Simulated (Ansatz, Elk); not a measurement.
**How far do independent atoms describe AsN2?**

Structure refinements treat a crystal as free atoms side by side. For a made-up structure of AsN2 (cell and positions from a PBEsol relaxation) the runs below show what the calculated density changes in F(hkl).

Method: DFT, PBE, all-electron APW+lo, Dirac cores, scalar-relativistic bands, static density, no spin, in Elk 11.2.3 (patched build).

The structure was built from a prototype and need not be the compound's stable phase.

### 1. The structure

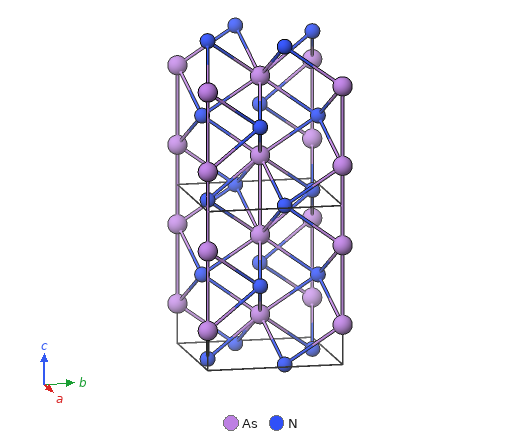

The cell as given, slightly off an axis (arsenic purple, nitrogen blue). 1×1×2 cells are drawn. This picture shows the conventional cell, with its axes. Some periodic images of atoms are drawn too.

### 2. Ground state and structure factors

An all-electron density is needed, since X-rays see the cores too. Task 0 finds the density and task 195 Fourier-transforms it; tshift is off so that phases refer to the origin typed.

elk.in

```
tasks
  0
  195

xctype
  20

spinpol
  .false.

rgkmax
  7.0

gmaxvr
  14.0

lmaxo
  7

lmaxapw
  8

swidth
  0.002

tshift
  .false.

ramdisk
  .false.

hmaxvr
  5.5

maxscl
  120

epspot
  1e-06

sppath
  './'

avec
  -4.52156198699 4.52156198699 5.30982701404
  4.52156198699 -4.52156198699 5.30982701404
  4.52156198699 4.52156198699 -5.30982701404

atoms
  2
  'As.in'
  2
  0.7500000000 0.7500000000 0.0000000000   0.000000 0.000000 0.000000
  0.2500000000 0.2500000000 0.0000000000   0.000000 0.000000 0.000000
  'N.in'
  4
  0.4092932707 0.0907067293 0.5000000000   0.000000 0.000000 0.000000
  0.9092932707 0.4092932707 0.3185865413   0.000000 0.000000 0.000000
  0.5907067293 0.9092932707 0.5000000000   0.000000 0.000000 0.000000
  0.0907067293 0.5907067293 0.6814134587   0.000000 0.000000 0.000000

ngridk
  7 7 7
```

Command:

```
OMP_NUM_THREADS=4 elk
```

Numbers of over 12 decimals in the logs are rounded to 6 here.

What it wrote:

```text
┌─────────────────────────┐
│ Elk code version 11.2.3 │
└─────────────────────────┘

All units are atomic (Hartree, Bohr, etc.)

┌─────────────────────────────────────────────────┐
│ Ground-state run starting from atomic densities │
└─────────────────────────────────────────────────┘

Lattice vectors :
  -4.521561987       4.521561987       5.309827014
   4.521561987      -4.521561987       5.309827014
   4.521561987       4.521561987      -5.309827014

Reciprocal lattice vectors :
  0.2481151736E-16  0.6948025179      0.5916563092
  0.6948025179      0.2481151736E-16  0.5916563092
  0.6948025179      0.6948025179      0.1994310136E-16

Unit cell volume      :    434.2275179
Brillouin zone volume :   0.5712448043

Muffin-tin inner radius fraction :   0.1000000000E-01

Nuclei treated as point charges

Species : 1 (As)
 parameters loaded from : As.in
 name : arsenic
 nuclear charge    :   -33.00000000
 electronic charge :    33.00000000
 atomic mass :    136573.7220
 muffin-tin radius :    2.400000000
 number of radial points in muffin-tin :    993
 inner part over the whole radius :   0.9862024899E-02
 number on inner part of muffin-tin    :    702
 approximate nuclear radius :   0.7712558785E-04
 number of mesh points to nuclear radius :    341
 atomic positions (lattice), magnetic fields (Cartesian) :
  1 :  -0.25000000 -0.25000000  0.00000000    0.00000000  0.00000000  0.00000000
  2 :   0.25000000  0.25000000  0.00000000    0.00000000  0.00000000  0.00000000

Species : 2 (N)
 parameters loaded from : N.in
 name : nitrogen
 nuclear charge    :   -7.000000000
 electronic charge :    7.000000000
 atomic mass :    25532.65216
 muffin-tin radius :    1.135040068
 number of radial points in muffin-tin :    593
 inner part over the whole radius :   0.9926611398E-02
 number on inner part of muffin-tin    :    401
 approximate nuclear radius :   0.4939692610E-04
 number of mesh points to nuclear radius :    175
 atomic positions (lattice), magnetic fields (Cartesian) :
  1 :   0.40929327  0.09070673  0.50000000    0.00000000  0.00000000  0.00000000
  2 :  -0.09070673  0.40929327  0.31858654    0.00000000  0.00000000  0.00000000
  3 :  -0.40929327 -0.09070673  0.50000000    0.00000000  0.00000000  0.00000000
  4 :   0.09070673 -0.40929327 -0.31858654    0.00000000  0.00000000  0.00000000

Total number of atoms per unit cell :    6
Total muffin-tin volume :    140.3125796
 ratio of muffin-tin to unit cell volume :   0.3231314779

Spin treatment :
 spin-unpolarised

Number of Bravais lattice symmetries :   16
Number of crystal symmetries         :   16
Crystal has inversion symmetry
Real symmetric eigensolver will be used

k-point grid :      7     7     7
k-point offset :    0.000000000       0.000000000       0.000000000
k-point set is reduced with full crystal symmetry group
Total number of k-points :       40

Muffin-tin radius times maximum |G+k| :    7.000000000
 using average radius
Maximum |G+k| for APW functions       :    4.496710845
Maximum (1/2)|G+k|²                   :    10.11020421
Maximum |G| for potential and density :    14.00000000
Constant for pseudocharge density :    8
 order of it for each species :   15  13
 order of it for pair densities of each species (exact exchange by exxq0 0: 16) :   15   4
Radial integration step length :    1

G-vector grid sizes :     40    40    40
Number of G-vectors :    20127

Maximum angular momentum used for
 APW functions            :    8
 outer part of muffin-tin :    7
 inner part of muffin-tin :    2

Total nuclear charge    :   -94.00000000
Total core charge       :    44.00000000
Total valence charge    :    50.00000000
Total excess charge     :    0.000000000
Total electronic charge :    94.00000000

Effective Wigner radius, rₛ :    1.033158516

Number of empty states         :     24
Total number of valence states :     50
Total number of core states    :     44

Third-order local-orbitals added for an l without core states : T
Total number of local-orbitals :     72

[...]
xc potential                :     -254.16282684354
 exchange                    :     -191.19471253848
 correlation                 :     -4.238095
 electron entropic           :    -0.86577148835330E-03
 total energy                :     -4744.7538850483

Density of states at Fermi energy :    66.86435912
 (states/Hartree/unit cell)

Estimated indirect band gap :   0.7639206251E-03
 from k-point 15 to k-point 28
Estimated direct band gap   :   0.5013617877E-02
 at k-point 7

Charges :
 core                        :    44.00000000
 valence                     :    50.00000000
 interstitial                :    14.52299088
 muffin-tins (core leakage)
  species : 1 (As)
[...]
species : 2 (N)
[...]
total in muffin-tins        :    79.47700912
 total calculated charge     :    93.99844237
 total charge                :    94.00000000
 error                       :   0.1557626263E-02

RMS change in Kohn-Sham potential (target) :    1.756618640     (  0.1000000000E-05)
Absolute change in total energy (target)   :   0.5989066967     (  0.1000000000E-03)

[... loops 3 to 17 left out ...]

┌──────────────────┐
│ Loop number : 18 │
└──────────────────┘

Energies :
 Fermi                       :     0.342153
 sum of occupied eigenvalues :     -2713.6865079397
 electron kinetic            :      4842.3097618806
 core electron kinetic       :      4436.7999787285
 Coulomb                     :     -9388.2340464448
 Coulomb potential           :     -7302.6080730629
 nuclear-nuclear             :     -668.01057732408
 electron-nuclear            :     -10149.011962363
 Hartree                     :      1428.7884932424
 Madelung                    :     -5736.9300099133
 xc potential                :     -253.38819675738
 exchange                    :     -190.78627276024
 correlation                 :     -4.254287
 electron entropic           :    -0.10874520543855E-02
 total energy                :     -4740.9659314972

Density of states at Fermi energy :    88.08113614
 (states/Hartree/unit cell)

Estimated indirect band gap :   0.3527191162E-03
 from k-point 29 to k-point 7
Estimated direct band gap   :   0.8530432325E-03
 at k-point 29

Charges :
 core                        :    44.00000000
 valence                     :    50.00000000
 interstitial                :    14.39553439
 muffin-tins (core leakage)
  species : 1 (As)
[...]
species : 2 (N)
[...]
total in muffin-tins        :    79.60446561
 total calculated charge     :    93.99850539
 total charge                :    94.00000000
 error                       :   0.1494611177E-02

RMS change in Kohn-Sham potential (target) :   0.5169282485E-06 (  0.1000000000E-05)
Absolute change in total energy (target)   :   0.1009867447E-04 (  0.1000000000E-03)

Convergence targets achieved

┌──────────────────┐
│ Loop number : 19 │
└──────────────────┘

Energies :
 Fermi                       :     0.342153
 sum of occupied eigenvalues :     -2713.6864913672
 electron kinetic            :      4842.3097837366
 core electron kinetic       :      4436.7999939227
 Coulomb                     :     -9388.2340529992
 Coulomb potential           :     -7302.6080789753
 nuclear-nuclear             :     -668.01057732408
 electron-nuclear            :     -10149.011969246
 Hartree                     :      1428.7884935708
 Madelung                    :     -5736.9300135115
 xc potential                :     -253.38819612853
 exchange                    :     -190.78627278057
 correlation                 :     -4.254287
 electron entropic           :    -0.10874522007503E-02
 total energy                :     -4740.9659162327

Density of states at Fermi energy :    88.08113338
 (states/Hartree/unit cell)

Estimated indirect band gap :   0.3527221744E-03
 from k-point 29 to k-point 7
Estimated direct band gap   :   0.8529929229E-03
 at k-point 29

Charges :
 core                        :    44.00000000
 valence                     :    50.00000000
 interstitial                :    14.39553510
 muffin-tins (core leakage)
  species : 1 (As)
[...]
species : 2 (N)
[...]
atom 2                    :    4.296563044     (  0.1856503375E-03)
   atom 3                    :    4.296563044     (  0.1856503375E-03)
   atom 4                    :    4.296563044     (  0.1856503375E-03)
 total in muffin-tins        :    79.60446490
 total calculated charge     :    93.99850539
 total charge                :    94.00000000
 error                       :   0.1494612288E-02

┌──────────────────────────────┐
│ Self-consistent loop stopped │
└──────────────────────────────┘

Warning : core states of species 1 leak from the muffin-tin :   0.1383666406E-03

Warning : core states of species 2 leak from the muffin-tin :   0.1856503375E-03

Wrote STATE.OUT
```

Run time: 1.9 min. Hardware: 4 threads of Arm Neoverse N1, shared host; peak memory 0.2 GiB.

SFACRHO.OUT:

```text

h k l indices transformed by vhmat matrix:
   1.000000000       0.000000000       0.000000000    
   0.000000000       1.000000000       0.000000000    
   0.000000000       0.000000000       1.000000000    

      h      k      l  multipl.   |H|            Re(F)            Im(F)           |F|

      0      0      0      1   0.0000000       93.999998     -0.62989023E-16   93.999998    
      0      1      0      8  0.91258300     -0.34010465E-09 -0.18831617E-15  0.34010465E-09
      1     -1      0      4  0.98259914       41.173509     -0.39685471E-15   41.173509    
      1      1     -1      2   1.1833126      -33.894162     -0.28294228E-14   33.894162    
      1     -1     -1      4   1.3896050       59.141945      0.11298970E-14   59.141945    
      1      1      0      8   1.5380929      -61.879002      0.48962203E-14   61.879002    
     -1      2      0      8   1.6624710       7.9336745     -0.94158084E-15   7.9336745    
      0      1      1      8   1.6624710      -7.9336745      0.37663233E-14   7.9336745    
      2      0      0      8   1.8251660      -41.115987     -0.11298970E-14   41.115987    
     -1     -2      1      8   1.9061126     -0.20133009E-08 -0.24481102E-14  0.20133009E-08
      2     -2      0      4   1.9651983       47.843280     -0.49688731E-14   47.843280    
     -1      2      1      8   2.1667515      0.27306130E-08  -0.0000000      0.27306130E-08
      1     -1     -2      4   2.1971585       44.911227     -0.32013748E-14   44.911227    
     -2      2      1      4   2.1971585       44.911227     -0.30130587E-14   44.911227    
      1      1      1      8   2.2939558      -40.591174     -0.56494850E-15   40.591174    
     -1     -2      0      8   2.3588699      -5.3910636     -0.26364263E-14   5.3910636    
     -3      0      2      8   2.3588699       5.3910636      0.33896910E-14   5.3910636    
      2      2     -2      2   2.3666252       52.879716     -0.41404484E-14   52.879716
```

Elk indexes on the primitive cell of elk.in and gives |H| = 4π sin θ/λ in inverse bohr. Below, one row stands for each form hkl of the conventional cell (m members, Friedel mates merged), F is for one primitive cell and the density is static (no thermal factor). Free-atom factors are Waasmaier and Kirfel's, and R is Σm||F|−|F'||/Σm|F|. Elk warned that it couldn't find a linearisation energy, which lowers the accuracy of some states in this run and its variants.

| hkl | m | sin θ/λ (Å⁻¹) | abs F, DFT | neutral atoms | diff. |
| --- | --- | --- | --- | --- | --- |
| 101 | 8 | 0.137 | 0.000 | 0.000 | +0.000 |
| 110 | 4 | 0.148 | 41.173 | 41.417 | -0.244 |
| 002 | 2 | 0.178 | 33.894 | 34.550 | -0.656 |
| 200 | 4 | 0.209 | 59.142 | 59.141 | +0.001 |
| 112 | 8 | 0.231 | 61.879 | 61.681 | +0.198 |
| 211 | 16 | 0.250 | 7.934 | 7.494 | +0.440 |
| 202 | 8 | 0.275 | 41.116 | 41.268 | -0.152 |
| 103 | 8 | 0.287 | 0.000 | 0.000 | +0.000 |
| 220 | 4 | 0.295 | 47.843 | 48.043 | -0.200 |
| 301 | 8 | 0.326 | 0.000 | 0.000 | +0.000 |
| 310 | 8 | 0.330 | 44.911 | 44.935 | -0.024 |
| 222 | 8 | 0.345 | 40.591 | 40.734 | -0.143 |
| 213 | 16 | 0.355 | 5.391 | 5.320 | +0.071 |
| 004 | 2 | 0.356 | 52.880 | 52.839 | +0.041 |
| 312 | 16 | 0.375 | 39.644 | 39.678 | -0.034 |
| 114 | 8 | 0.385 | 33.012 | 33.222 | -0.211 |
| 321 | 16 | 0.387 | 8.893 | 8.919 | -0.026 |
| 303 | 8 | 0.412 | 0.000 | 0.000 | +0.000 |

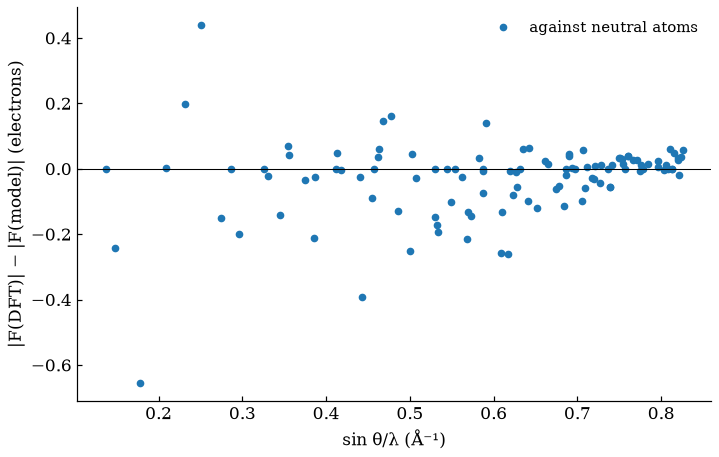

Difference between the calculated structure factors and the independent-atom ones.

### 3. The highest occupied states alone

An energy window below the Fermi level keeps the highest occupied states, to see at which angles they scatter; shallow core shells can lie inside it and anion s states outside. No new self-consistency is needed.

elk.in, as its differences from that of step 2:

```diff
@@ -1,3 +1,2 @@
 tasks
-  0
   195
@@ -40,2 +39,5 @@
 
+wsfac
+  -0.209090 0.642150
+
 sppath
```

Command:

```
OMP_NUM_THREADS=4 elk
```

What it wrote:

```text
┌─────────────────────────────────┐
│ Elk code version 11.2.3 started │
└─────────────────────────────────┘

Info(readinput): the functional depends on the density's gradient
 muffin-tin radial points multiplied by    2.00000
 (not where nrmtscf is given)

┌────────────────────┐
│ Current task : 195 │
└────────────────────┘
Info(checkmt): changed muffin-tin radius of species 2 (N) from   1.8000 to   1.1350

Warning(linengy): could not find 1 linearisation energies in s.c. loop 1

Info(sfacrho): density structure factors written to SFACRHO.OUT

 Energy window :  -0.2090900000      0.6421500000

┌──────────────────┐
│ Elk code stopped │
└──────────────────┘
```

Elapsed: 10 s, on 4 threads; peak memory 0.16 GiB; 13 s of CPU time.

States within 15 eV below the Fermi level hold 26.00 electrons; any levels below the window count with the cores. Their amplitudes can exceed the total, where window and core parts have opposite phase:

| hkl | sin θ/λ (Å⁻¹) | abs F, window | abs F, all |
| --- | --- | --- | --- |
| 101 | 0.137 | 0.000 | 0.000 |
| 110 | 0.148 | 3.450 | 41.173 |
| 002 | 0.178 | 7.376 | 33.894 |
| 200 | 0.209 | 3.411 | 59.142 |
| 112 | 0.231 | 5.133 | 61.879 |
| 211 | 0.250 | 3.954 | 7.934 |
| 202 | 0.275 | 1.074 | 41.116 |
| 103 | 0.287 | 0.000 | 0.000 |
| 220 | 0.295 | 0.367 | 47.843 |
| 301 | 0.326 | 0.000 | 0.000 |

### 4. Another functional

The difference from free atoms is small, so it is set against the change that LDA (Perdew-Wang) makes.

elk.in, as its differences from that of step 3:

```diff
@@ -1,2 +1,3 @@
 tasks
+  0
   195
@@ -4,3 +5,3 @@
 xctype
-  20
+  3
 
@@ -39,5 +40,2 @@
 
-wsfac
-  -0.209090 0.642150
-
 sppath
```

Command:

```
OMP_NUM_THREADS=4 elk
```

What it wrote:

```text
┌─────────────────────────┐
│ Elk code version 11.2.3 │
└─────────────────────────┘

All units are atomic (Hartree, Bohr, etc.)

┌─────────────────────────────────────────────────┐
│ Ground-state run starting from atomic densities │
└─────────────────────────────────────────────────┘

Lattice vectors :
  -4.521561987       4.521561987       5.309827014
   4.521561987      -4.521561987       5.309827014
   4.521561987       4.521561987      -5.309827014

Reciprocal lattice vectors :
  0.2481151736E-16  0.6948025179      0.5916563092
[...]
species : 2 (N)
[...]
atom 3                    :    4.286347683     (  0.1930415504E-03)
   atom 4                    :    4.286347683     (  0.1930415504E-03)
 total in muffin-tins        :    79.60049610
 total calculated charge     :    93.99846680
 total charge                :    94.00000000
 error                       :   0.1533203319E-02

┌──────────────────────────────┐
│ Self-consistent loop stopped │
└──────────────────────────────┘

Warning : core states of species 1 leak from the muffin-tin :   0.1366734061E-03

Warning : core states of species 2 leak from the muffin-tin :   0.1930415504E-03

Wrote STATE.OUT
[key lines of the parts left out:]
total energy                :     -4733.4641659719
```

Run time: 76 s. Hardware: 4 threads; peak memory 0.19 GiB; 4.7 min of CPU time.

Against the first run R = 0.06 %; the largest change is +0.080 at 002.

### 5. Basis size

The basis and the expansions that go with it are enlarged, to see whether the differences are converged.

elk.in, as its differences from that of step 4:

```diff
@@ -5,3 +5,3 @@
 xctype
-  3
+  20
 
@@ -11,12 +11,12 @@
 rgkmax
-  7.0
+  8.5
 
 gmaxvr
-  14.0
+  18.0
 
 lmaxo
-  7
+  9
 
 lmaxapw
-  8
+  10
```

Command:

```
OMP_NUM_THREADS=4 elk
```

What it wrote:

```text
┌─────────────────────────┐
│ Elk code version 11.2.3 │
└─────────────────────────┘

All units are atomic (Hartree, Bohr, etc.)

┌─────────────────────────────────────────────────┐
│ Ground-state run starting from atomic densities │
└─────────────────────────────────────────────────┘

Lattice vectors :
  -4.521561987       4.521561987       5.309827014
   4.521561987      -4.521561987       5.309827014
   4.521561987       4.521561987      -5.309827014

Reciprocal lattice vectors :
  0.2481151736E-16  0.6948025179      0.5916563092
[...]
species : 2 (N)
[...]
atom 3                    :    4.311951992     (  0.1860011591E-03)
   atom 4                    :    4.311951992     (  0.1860011591E-03)
 total in muffin-tins        :    79.66436772
 total calculated charge     :    93.99887320
 total charge                :    94.00000000
 error                       :   0.1126801930E-02

┌──────────────────────────────┐
│ Self-consistent loop stopped │
└──────────────────────────────┘

Warning : core states of species 1 leak from the muffin-tin :   0.1383421296E-03

Warning : core states of species 2 leak from the muffin-tin :   0.1860011591E-03

Wrote STATE.OUT
[key lines of the parts left out:]
total energy                :     -4741.0134024061
```

It took 6.1 min on 4 threads; peak memory 0.58 GiB; 23 min of CPU time.

Against the first run R = 0.05 %; the largest change is -0.036 at 006.

### 6. Settings against the effect

| run | R against the first run (%) | R against neutral atoms, low angle (%) | wall time |
| --- | --- | --- | --- |
| PBE, rgkmax 7 | 0.00 | 0.80 | 1.9 min |
| LDA (Perdew-Wang) | 0.06 | 0.72 | 76 s |
| rgkmax 8.5 with larger expansions | 0.05 | 0.82 | 6.1 min |

### 7. Summary of results

```json
{"R against neutral atoms, sin θ/λ < 0.3 Å⁻¹": "0.80 %", "R against neutral atoms, 0.3 to 0.83 Å⁻¹": "0.35 %"}
```

**Reading.** Independent neutral atoms miss the calculated amplitudes by R = 0.80 % below 0.3 Å⁻¹ and 0.35 % from there to 0.83 Å⁻¹; by shells, 0.59 % below 0.15 Å⁻¹ (1 form), 0.83 % 0.15 to 0.3 (6 forms), 0.29 % 0.3 to 0.45 (11 forms), 0.36 % above 0.45 (78 forms). Bonding, aspherical density and the tables' own atoms all enter these figures, and the runs don't part them. The largest change of an amplitude is -0.66 electrons, at 002. The window's part falls from 26.0 electrons at the origin to at most 1.07 between 0.45 and 0.83 Å⁻¹, where compact states inside the window still scatter. Below 0.3 Å⁻¹ the changes that finished (LDA (Perdew-Wang) and rgkmax 8.5 with larger expansions) move F by R = 0.09 % at most, against the 0.80 % that separates it from free atoms. The k-mesh has no finished test. Part of the difference isn't bonding: the tables are fits to free atoms and ions calculated by other methods than this functional. Thermal motion, anomalous dispersion and extinction are left out.

[Logs are printed without paths, hosts, clocks, repeated set-up lines and the standing remarks that a program may print on its own settings, such as how far it seeks lower states.]

[Hosts, paths, dates, database ids (printed as entryN), source tags and the programs' standing remarks are cut or masked in the printed files.]
